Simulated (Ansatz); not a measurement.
## Electronic structure of C2H9BOSi in real space

The calculation's input:

```
crystal:
  periodic: [false, false, false]
  atoms:
    - {symbol: B, position_ang: [-1.471914, 2.165131, 0.354104]}
    - {symbol: C, position_ang: [-0.294748, 1.195424, 0.100175]}
    - {symbol: O, position_ang: [-0.585070, 0.139793, -0.779198]}
    - {symbol: C, position_ang: [0.504010, -0.734938, -0.995283]}
    - {symbol: Si, position_ang: [0.772969, -2.000572, 0.396620]}
    - {symbol: H, position_ang: [-1.272828, 3.098232, 1.076645]}
    - {symbol: H, position_ang: [-2.547408, 2.003065, -0.138077]}
    - {symbol: H, position_ang: [0.044409, 0.826180, 1.088628]}
    - {symbol: H, position_ang: [0.569259, 1.787449, -0.263180]}
    - {symbol: H, position_ang: [0.283850, -1.289260, -1.913388]}
    - {symbol: H, position_ang: [1.429585, -0.169860, -1.185962]}
    - {symbol: H, position_ang: [1.919816, -2.874327, 0.026589]}
    - {symbol: H, position_ang: [1.083289, -1.345649, 1.696246]}
    - {symbol: H, position_ang: [-0.447917, -2.830065, 0.564983]}
basis:
  gaussian: {orbitals: def2-TZVPP}
hamiltonian: {xc: pbe0, dispersion: d4}
output: {orbitals: {seedname: orbitals}}
```

Command:

```sh
ansatz run in.yaml --threads 4 --pin off --events-out ev --progress --plain --max-ram 10444MiB
```

Geometry: PBE0-D4/def2-TZVP.

Level of theory: RKS PBE0-D4/def2-TZVPP in Ansatz.

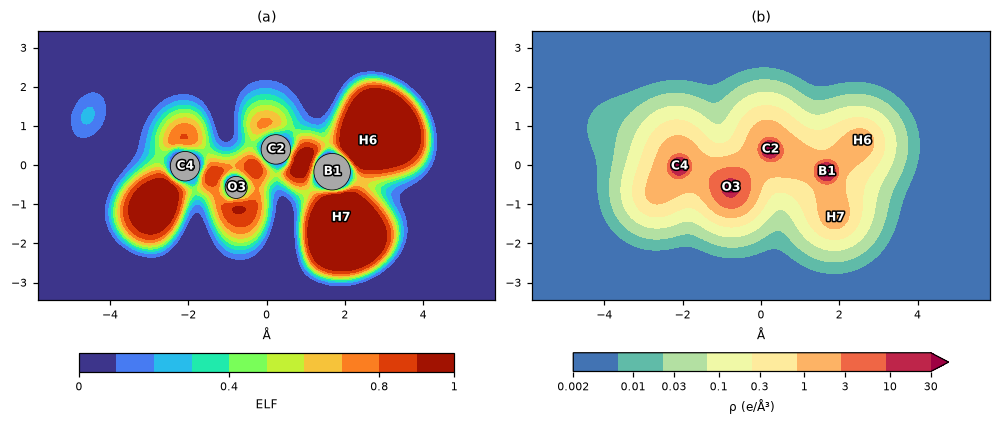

Figure 1. (a) electron localisation function; (b) electron density on the plane of atoms C2, O3 and C4. Grey discs cover the atomic cores in the ELF map.

### Describe what can be read from this map.

The plane passes through B, C, O and H nuclei. C–O (1.40 Å): ρ at the midpoint is about 2.1 e/Å³, with its minimum of 1.8 e/Å³ about 0.5 Å from C; the ELF peaks at about 0.90 between the atoms: a polar covalent bond. C–B (1.55 Å): ρ at the midpoint is about 1.5 e/Å³; the ELF peaks at about 1 between the atoms (a shared electron pair). B–H (1.19 Å): ρ is about 1.3 e/Å³ halfway; the ELF climbs to about 1 towards the hydrogen, as it does in any bond to H (an ordinary covalent bond to hydrogen). The ELF also peaks beside O3, away from the bonds: lone-pair regions.

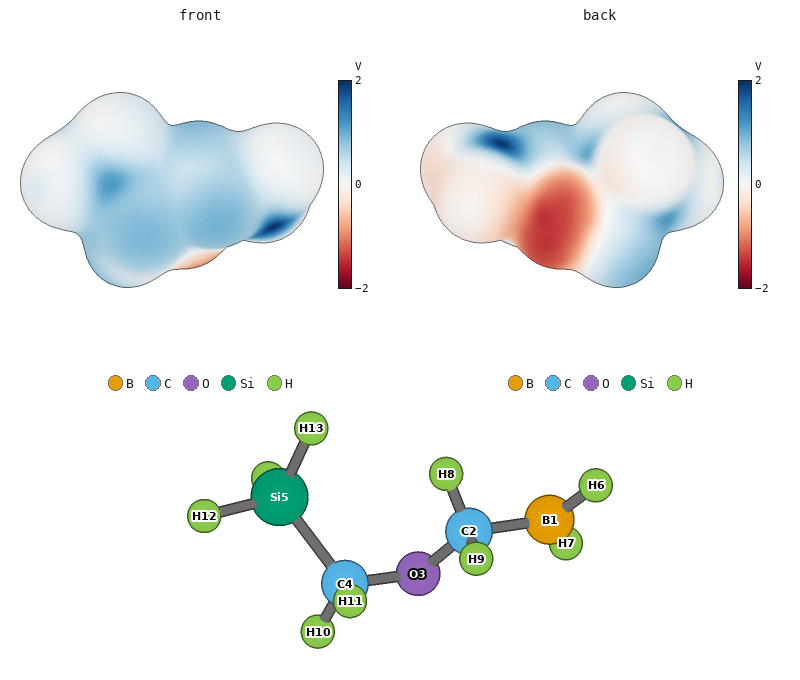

Figure 2. The molecular electrostatic potential painted on the density surface at 0.002 e/bohr³, seen from the front and from behind; the colour scale runs from red (negative) to blue (positive). The bare structure is drawn below in the same view.

### Where is the surface potential most negative and most positive?

The most negative region (about −1.4 V, or −32 kcal/mol for a unit charge) lies over O3, the most positive (about +1.7 V, or +39 kcal/mol for a unit charge) over B1. O3 is the likeliest acceptor of a hydrogen bond.

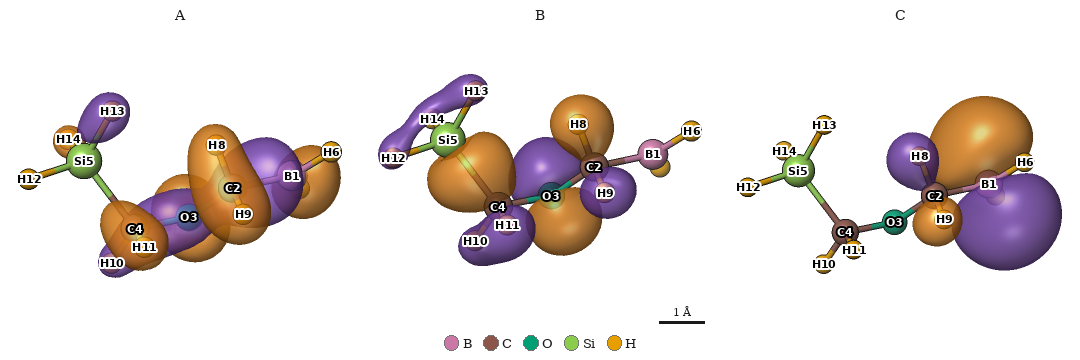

Figure 3. Three frontier orbitals at ±0.1 Å⁻³ᐟ² (orange and purple are the two phases), in no order.

### Which picture is the HOMO−1, the HOMO and the LUMO?

A is the HOMO−1 (−8.83 eV). It lies mainly on O3 (about 30 %), C2 (about 20 %), B1 (about 15 %), C4 (about 10 %) and H9 (about 5 %). B is the HOMO (−7.20 eV). It lies mainly on O3 (about 50 %), C4 (about 15 %), Si5 (about 10 %) and C2 (about 5 %). C is the LUMO (−1.43 eV). Its weight (Hirshfeld) is mainly on B1 (about 65 %), C2 (about 10 %), H7 (about 10 %) and H6 (about 10 %).

### What is the HOMO–LUMO gap?

5.77 eV between the orbital energies.
